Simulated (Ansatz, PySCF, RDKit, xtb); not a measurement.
# CHSSn+: from the formula to a structure, part 2 of 2

Task: start from the formula CHSSn+ (charge +1), draw up candidate structures, narrow them down in stages, and characterise the one that lies lowest at 298.15 K.

xtb, Ansatz and PySCF; isolated molecules. The steps go on from the part before.

### Step 12. Density, orbitals and dipole (PBE0/def2-TZVPD)

The input, input.yaml:

```yaml
crystal:
  periodic: [false, false, false]
  atoms:
    - {symbol: C, position_ang: [-0.201139, 0.822084, -0.642119]}
    - {symbol: S, position_ang: [-0.222515, -0.629203, -1.368272]}
    - {symbol: Sn, position_ang: [0.947515, -0.264779, 0.862628]}
    - {symbol: H, position_ang: [-0.668912, 1.722647, -1.037698]}
basis:
  gaussian:
    orbitals: def2-TZVPD
total_charge: 1
hamiltonian:
  xc: pbe0
output:
  forces: true
  orbitals: {seedname: orbitals}
```

Launch:

```
$ ansatz run input.yaml --threads 2 --pin off --max-ram 4350MiB --events-out events.jsonl --progress --plain --runs-dir runs
```

Log, shortened:

```text
Warning: RAYON_NUM_THREADS=2 ignored (pool sized by the plan → 2); use --threads N
Functional definition: PBE0
  name "PBE0"
[...]
1028 factors; their error is unknown
[...]
mean field -17708.03444480 eV, -650.7582629094 hartree, gradient 7.2e-5 eV, S^2 0.000000; 0 other end points of the search recorded, 0 dependent functions left out
[...]
reference -17708.03447688 eV, -650.7582640885 hartree; 22, 22 occupied and 126, 126 virtual orbitals, 1028 factors
Total energy: -17708.03447688 eV, -650.7582640885 hartree
Atom 0 at    -0.201139     0.822084    -0.642119 Å, force    -0.000636     0.006748     0.001888 eV/Å
Atom 1 at    -0.222515    -0.629203    -1.368272 Å, force    -0.001310    -0.002671    -0.003537 eV/Å
Atom 2 at     0.947515    -0.264779     0.862628 Å, force     0.003443    -0.003188     0.004591 eV/Å
Atom 3 at    -0.668912     1.722647    -1.037698 Å, force    -0.001497    -0.000889    -0.002942 eV/Å
Dipole moment:    -0.057868     0.189995    -0.011654 e Å
```

Wall time 2.8 s (2 threads of Arm Neoverse V2, shared host).

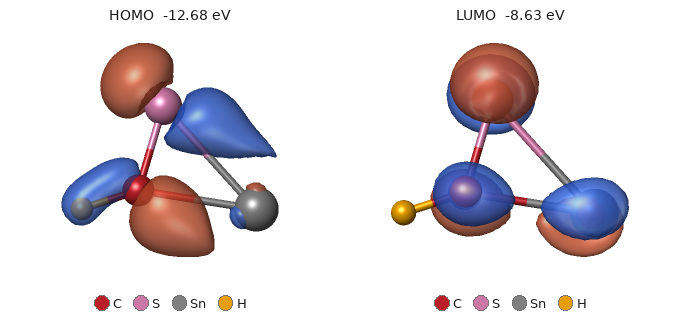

Frontier orbitals of this run, surfaces at ±0.2 Å^-3/2.

### Step 13. Frequencies after a tight-binding relaxation (GFN2-xTB)

The input, start.xyz:

```xyz
4
c413
C     -0.201139     0.822084    -0.642119
S     -0.222515    -0.629203    -1.368272
Sn     0.947515    -0.264779     0.862628
H     -0.668912     1.722647    -1.037698
```

Launch:

```
$ xtb start.xyz --gfn 2 --ohess tight --chrg 1
```

Log, shortened:

```text
* xtb version 6.7.1
[...]
          :  # basis functions                  25          :
[...]
          :  # electrons                        14          :
[...]
          :  Hamiltonian                  GFN2-xTB          :
[...]
          :  net charge                          1          :
          :  unpaired electrons                  0          :
[...]
   *** convergence criteria satisfied after 21 iterations ***
[...]
   *** GEOMETRY OPTIMIZATION CONVERGED AFTER 8 ITERATIONS ***
[...]
   *** convergence criteria satisfied after 3 iterations ***
[...]
         ::                     SUMMARY                     ::
         :::::::::::::::::::::::::::::::::::::::::::::::::::::
         :: total energy              -7.524710104658 Eh    ::
         :: gradient norm              0.000107316676 Eh/a0 ::
         :: HOMO-LUMO gap              1.436986832111 eV    ::
         ::.................................................::
         :: SCC energy                -7.566067101828 Eh    ::
         :: -> isotropic ES            0.092315386406 Eh    ::
         :: -> anisotropic ES         -0.014034423756 Eh    ::
         :: -> anisotropic XC          0.003387525959 Eh    ::
         :: -> dispersion             -0.002443190929 Eh    ::
         :: repulsion energy           0.041356997170 Eh    ::
         :: add. restraining           0.000000000000 Eh    ::
         :: total charge               1.000000000000 e     ::
         :::::::::::::::::::::::::::::::::::::::::::::::::::::
[...]
         7        2.0000           -0.5931832             -16.1413 (HOMO)
         8                         -0.5403749             -14.7044 (LUMO)
[...]
     #   Z          covCN         q      C6AA      α(0)
Molecule has the following symmetry elements: (sigma)
It seems to be the Cs point group
     1   6          2.759    -0.084    30.086     8.982
     2  16          1.840     0.336   128.074    19.048
     3  50          1.724     0.550   433.417    44.748
     4   1          0.924     0.197     1.112     1.649
[...]
          | TOTAL ENERGY               -7.524710104658 Eh   |
          | TOTAL ENTHALPY             -7.505847403996 Eh   |
          | TOTAL FREE ENERGY          -7.538790165194 Eh   |
          | GRADIENT NORM               0.000107288487 Eh/α |
[...]
```

Wall time 0.058 s (2 threads of Arm Neoverse V2, shared host).

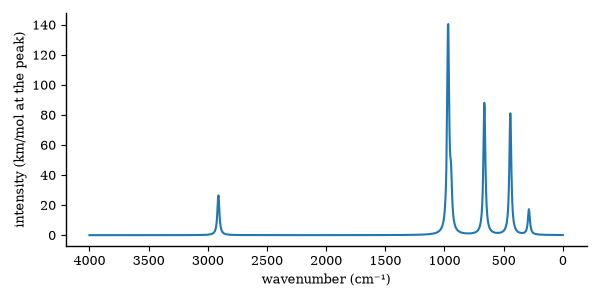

Harmonic infrared spectrum, unscaled, lines broadened by 10 cm⁻¹.

### Step 14. Electronic excitations (TD-PBE0/def2-SVPD)

An in-house driver calls PySCF's response routines at TD-PBE0/def2-SVPD; it has no typed input.

Log:

```text
coarse grid: 22000 points
cycle   1  E = -647.4263514645  dE = -1.927e+01  |g| = 3.132e+00  |ddm| = 9.344e+00
cycle   2  E = -585.9074021460  dE =  6.152e+01  |g| = 9.151e+00  |ddm| = 1.655e+01
cycle   3  E = -650.4675694569  dE = -6.456e+01  |g| = 7.427e-01  |ddm| = 1.480e+01
cycle   4  E = -650.1422122389  dE =  3.254e-01  |g| = 1.014e+00  |ddm| = 2.621e+00
cycle   5  E = -650.5611207269  dE = -4.189e-01  |g| = 1.630e-01  |ddm| = 1.355e+00
cycle   6  E = -650.5653521083  dE = -4.231e-03  |g| = 1.486e-01  |ddm| = 3.641e-01
cycle   7  E = -650.5719705457  dE = -6.618e-03  |g| = 2.967e-02  |ddm| = 1.955e-01
cycle   8  E = -650.5722184460  dE = -2.479e-04  |g| = 7.400e-03  |ddm| = 5.893e-02
cycle   9  E = -650.5722355398  dE = -1.709e-05  |g| = 1.281e-03  |ddm| = 1.278e-02
cycle  10  E = -650.5722362904  dE = -7.506e-07  |g| = 1.795e-04  |ddm| = 2.537e-03
final grid: 42376 points
cycle  11  E = -650.5722512652  dE = -3.315e-09  |g| = 2.111e-04  |ddm| = 1.093e-03
cycle  12  E = -650.5722512366  dE =  2.854e-08  |g| = 3.505e-04  |ddm| = 1.002e-03
cycle  13  E = -650.5722512821  dE = -4.545e-08  |g| = 5.754e-05  |ddm| = 6.082e-04
cycle  14  E = -650.5722512830  dE = -9.661e-10  |g| = 8.682e-06  |ddm| = 6.838e-05
converged SCF energy = -650.5722512830

Static polarisability (au): isotropic 56.944, principal 40.401 52.910 77.521

Singlet excitations
state   eV       nm        f      main configurations
  1   2.4460    506.9   0.00002   H->L 0.97
  2   3.4454    359.9   0.00171   H->L+1 0.96
  3   4.0599    305.4   0.00631   H-1->L 0.92
  4   4.9596    250.0   0.04595   H->L+2 0.82, H-2->L 0.10
  5   5.2683    235.3   0.04494   H-1->L+1 0.93
  6   5.7934    214.0   0.00251   H-2->L 0.49, H-1->L+2 0.43
  7   6.3252    196.0   0.00394   H->L+3 0.55, H-2->L+1 0.35, H-2->L 0.08
  8   6.7982    182.4   0.00111   H-3->L 0.88, H-3->L+1 0.09

Triplet excitations (Tamm-Dancoff, eV): 1.7989 3.0617 3.3737
```

Run time: 3.3 s. Hardware: 2 threads of Arm Neoverse V2, shared host.

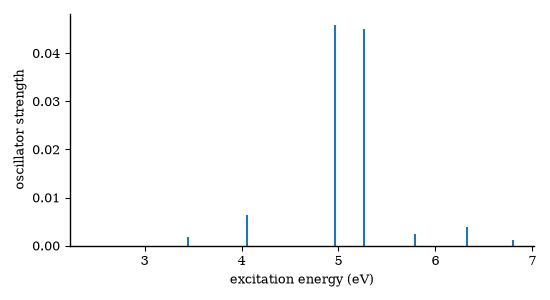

Vertical excitations as sticks.

The roots found:

```csv
excited state,energy (eV),strength
1,2.446,0.0000
2,3.445,0.0017
3,4.060,0.0063
4,4.960,0.0459
5,5.268,0.0449
6,5.793,0.0025
7,6.325,0.0039
8,6.798,0.0011
```

### Step 15. One electron fewer at the same geometry (PBE0/def2-TZVPD)

input.yaml: that of step 12 with these lines changed.

```diff
@@ -10,7 +10,7 @@
     orbitals: def2-TZVPD
-total_charge: 1
+total_charge: 2
+magnetization:
+  spin_polarized: true
+  initial_magnetization: 1
 hamiltonian:
-  xc: pbe0
-output:
-  forces: true
-  orbitals: {seedname: orbitals}
+  xc: {name: PBE0}
```

Launch:

```
$ ansatz run input.yaml --threads 2 --pin off --max-ram 4350MiB --events-out events.jsonl --progress --plain --runs-dir runs
```

Log:

```text
Warning: RAYON_NUM_THREADS=2 ignored (pool sized by the plan → 2); use --threads N
Functional definition: PBE0
  name "PBE0"
  parameter a = 0.25
  parameter kappa = 0.804
  parameter beta = 0.06672455060314922
  exchange = (1 - a)*pbe_x(kappa = kappa, mu = beta*pi^2/3) + a*exact_x
  correlation = pbe_c(beta = beta)
1028 factors; their error is unknown
mean field evaluation 1: about -17647.9024 eV, gradient 8.2e1 eV
mean field evaluation 2: about -17455.8681 eV, gradient 1.7e2 eV
mean field evaluation 4: about -17680.0826 eV, gradient 4.7e1 eV
mean field evaluation 8: about -17693.0517 eV, gradient 4.6e-1 eV
mean field evaluation 16: about -17693.1609 eV, gradient 3.5e-3 eV
mean field -17693.16087174 eV, -650.2116691813 hartree, gradient 3.8e-5 eV, S^2 0.757359; 2 other end points of the search recorded, 0 dependent functions left out
reference -17693.16089936 eV, -650.2116701961 hartree; 22, 21 occupied and 126, 127 virtual orbitals, 1028 factors
Total energy: -17693.16089936 eV, -650.2116701961 hartree
```

Run time: 6 s. Hardware: 2 threads of Arm Neoverse V2, shared host.

Difference from the parent: 14.87 eV.

### Step 16. One electron more at the same geometry (PBE0/def2-TZVPD)

input.yaml: that of step 15 with these lines changed.

```diff
@@ -10,3 +10,2 @@
     orbitals: def2-TZVPD
-total_charge: 2
 magnetization:
@@ -15,2 +14,4 @@
 hamiltonian:
-  xc: {name: PBE0}
+  xc: pbe0
+scf:
+  lower_state_search: "off"
```

Launch:

```
$ ansatz run input.yaml --threads 2 --pin off --max-ram 4350MiB --events-out events.jsonl --progress --plain --runs-dir runs
```

Log, shortened:

```text
Warning: RAYON_NUM_THREADS=2 ignored (pool sized by the plan → 2); use --threads N
Functional definition: PBE0
  name "PBE0"
[...]
1028 factors; their error is unknown
[...]
mean field -17714.69668851 eV, -651.0030958501 hartree, gradient 2.7e-6 eV, S^2 0.754339; 0 other end points of the search recorded, 0 dependent functions left out
reference -17714.69672550 eV, -651.0030972092 hartree; 23, 22 occupied and 125, 126 virtual orbitals, 1028 factors
Total energy: -17714.69672550 eV, -651.0030972092 hartree
Checks for a lower state left out: stability, starts, cluster_reference, orbital_swaps, neighbouring_geometries, increment
```

Run time: 3.3 s. Hardware: 2 threads of Arm Neoverse V2, shared host.

Parent less the species with the added electron: 6.66 eV.

### Step 17. The triplet at the same geometry (PBE0/def2-TZVPD)

The input, input.yaml:

```yaml
crystal:
  periodic: [false, false, false]
  atoms:
    - symbol: C
      position_ang: [-0.201139, 0.822084, -0.642119]
    - symbol: S
      position_ang: [-0.222515, -0.629203, -1.368272]
    - symbol: Sn
      position_ang: [0.947515, -0.264779, 0.862628]
    - symbol: H
      position_ang: [-0.668912, 1.722647, -1.037698]
basis:
  gaussian: {orbitals: def2-TZVPD}
magnetization: {spin_polarized: true, initial_magnetization: 2}
total_charge: 1
hamiltonian: {xc: pbe0}
```

Launch:

```
$ ansatz run input.yaml --threads 2 --pin off --max-ram 4350MiB --events-out events.jsonl --progress --plain --runs-dir runs
```

Log:

```text
Warning: RAYON_NUM_THREADS=2 ignored (pool sized by the plan → 2); use --threads N
Functional definition: PBE0
  name "PBE0"
  parameter a = 0.25
  parameter kappa = 0.804
  parameter beta = 0.06672455060314922
  exchange = (1 - a)*pbe_x(kappa = kappa, mu = beta*pi^2/3) + a*exact_x
  correlation = pbe_c(beta = beta)
1028 factors; their error is unknown
mean field evaluation 1: about -17681.4422 eV, gradient 6.4e1 eV
mean field evaluation 2: about -17534.1537 eV, gradient 1.4e2 eV
mean field evaluation 4: about -17698.4400 eV, gradient 3.4e1 eV
mean field evaluation 8: about -17706.1328 eV, gradient 6.8e-1 eV
mean field evaluation 16: about -17706.2452 eV, gradient 2.9e-3 eV
mean field -17706.24518165 eV, -650.6925087016 hartree, gradient 6.0e-5 eV, S^2 2.012783; 2 other end points of the search recorded, 0 dependent functions left out
reference -17706.24521650 eV, -650.6925099823 hartree; 23, 21 occupied and 125, 127 virtual orbitals, 1028 factors
Total energy: -17706.24521650 eV, -650.6925099823 hartree
```

It took 5.7 s on 2 threads of Arm Neoverse V2, shared host.

It lies 1.79 eV above the singlet.

### Step 18. Stability of the closed-shell solution (PBE0/def2-SVP)

The input, calc.py:

```python
# [CH]1=[Sn]=[S+]1
from pyscf import gto, dft

mol = gto.M(
    atom=[
    ('C', (-0.201139, 0.822084, -0.642119)),
    ('S', (-0.222515, -0.629203, -1.368272)),
    ('Sn', (0.947515, -0.264779, 0.862628)),
    ('H', (-0.668912, 1.722647, -1.037698)),
],
    ecp={'Sn': 'def2-svp'},
    charge=1,
    verbose=3,
    basis='def2-svp',
    max_memory=3100,
)

mf = dft.RKS(mol)
mf.xc = 'pbe0'
mf = mf.density_fit(auxbasis='def2-universal-jkfit')
mf.grids.level = 3
mf.max_cycle = 100
mf.kernel()
if not mf.converged:
    mf = mf.newton().run(mf.mo_coeff, mf.mo_occ)

energy = mf.e_tot
print('E = %.10f Eh' % energy)
mo_i, mo_e, stable_i, stable_e = mf.stability(internal=True, external=True, return_status=True)
print('stable: internal', stable_i, 'external', stable_e)
```

Launch:

```
$ OMP_NUM_THREADS=2 python calc.py
```

Log:

```text
converged SCF energy = -650.565629836091
E = -650.5656298361 Eh
<class 'pyscf.df.df_jk.DFRKS'> wavefunction is stable in the internal stability analysis
<class 'pyscf.df.df_jk.DFRKS'> wavefunction is stable in the real -> complex stability analysis
<class 'pyscf.df.df_jk.DFRKS'> wavefunction is stable in the RHF/RKS -> UHF/UKS stability analysis
stable: internal True external True
```

Wall time 16 s (2 threads of Arm Neoverse V2, shared host).

### Step 19. Outcome

This closing draws on all 2 parts.

| quantity | value |
| --- | --- |
| lowest structure found | [CH]1[S][Sn]1 ‡, singlet, Cs |
| next finalist | [S][C][SnH] ‡, singlet, 22.0 kcal/mol higher in G |
| share at equilibrium, among the finalists | 100.0 % |
| funnel | 23 starts, 7 minima at GFN2-xTB, 7 screening runs, 3 relaxed, 2 ranked |
| CPU time of all runs | 9.3 min |
| harmonic wavenumbers, lowest and highest (PBE0-D4/def2-TZVP) | 284 and 3169 cm⁻¹ |
| rotational constants, same geometry | 0.7157, 0.09195, 0.08148 cm⁻¹ |
| HOMO energy (PBE0/def2-TZVPD) | -12.68 eV |
| LUMO energy (PBE0/def2-TZVPD) | -8.63 eV |
| HOMO–LUMO gap (PBE0/def2-TZVPD) | 4.06 eV |
| lowest excitation (TD-PBE0/def2-SVPD) | 2.45 eV (f = 0.000) |
| strongest of the states computed, same level | 4.96 eV (f = 0.046) |
| lowest triplet excitation, same level, Tamm-Dancoff | 1.80 eV |
| vertical ionisation energy | 14.87 eV |
| vertical recombination energy (electron added) | 6.66 eV |
| vertical triplet less singlet | +1.79 eV |

**Reading.** The search ends on `[CH]1[S][Sn]1` ‡. Among the finalists first place is clear (22.0 kcal/mol); structures outside the list aren't covered. GFN2-xTB, HF/STO-3G, r2SCAN-D4/def2-SVP, PBE0-D4/def2-TZVP, HF/def2-TZVPP and MP2/def2-TZVPP already put its bonding pattern lowest among the structures in one piece. The largest share of the time went into the vibrations (25 %). Spin-orbit coupling, which matters for elements this heavy, is left out. Lowest found is not proven lowest: the search is finite, and each finalist counts with one conformer.

‡ marks the bonded skeleton alone, with all bonds drawn single: no Lewis structure was assigned that passes a check against the bond lengths.
